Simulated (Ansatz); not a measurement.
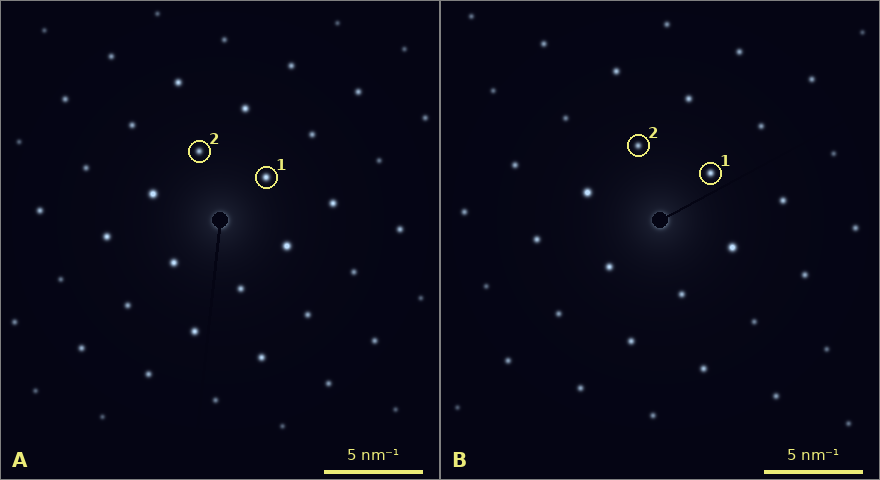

Kinematic electron diffraction patterns (300 kV, B = 0.5 Å², same scale) along [101] of the run's own cell, for the start and the end of one relaxation of WF2 with Ansatz 0.2.0, DFT PBE+U, scalar-relativistic, plane waves, PAW. k mesh 12×12×8. The start is a generated model structure, and the relaxation ends in the nearest stationary point of its symmetry, not necessarily the ground state. Spot 1 is 0 -1 0 and spot 2 is 1 -1 -1 in both.

Start structure:

```
CELL_PARAMETERS angstrom
3.27572 0.00000 0.00000
-1.63786 2.83686 0.00000
0.00000 0.00000 5.55446
ATOMIC_POSITIONS crystal
W 0.00000 0.00000 0.00000
F 0.33333 0.66667 0.22300
F 0.66667 0.33333 0.77700
```

**Which pattern belongs to the start structure, and which to the relaxed one?**

B is the start: its cell gives d(1) = 2.837 Å, d(2) = 2.526 Å and an angle of 63.6°. A is the relaxed structure, with d(1) = 3.114 Å (+9.8 %), d(2) = 2.725 Å (+7.9 %) and 64.1°.

**Name reflections whose intensity changes strongly on relaxation.**

2 -1 -2 goes from 7 to 17 % of the strongest spot; 1 1 -1 goes from 28 to 49 % of the strongest spot.

**Summarise the relaxation behind the change.**

The volume changed by +22.1 % to 21.01 Å³ an atom; with the mean shift removed, the atoms moved by up to 0.37 Å relative to the cell (F most); the space group stayed P-3m1 (No. 164); the free energy fell by 81 meV an atom. Relaxed cell: a = 3.596 Å, b = 3.596 Å, c = 5.628 Å, α = 90.00°, β = 90.00°, γ = 120.00°.
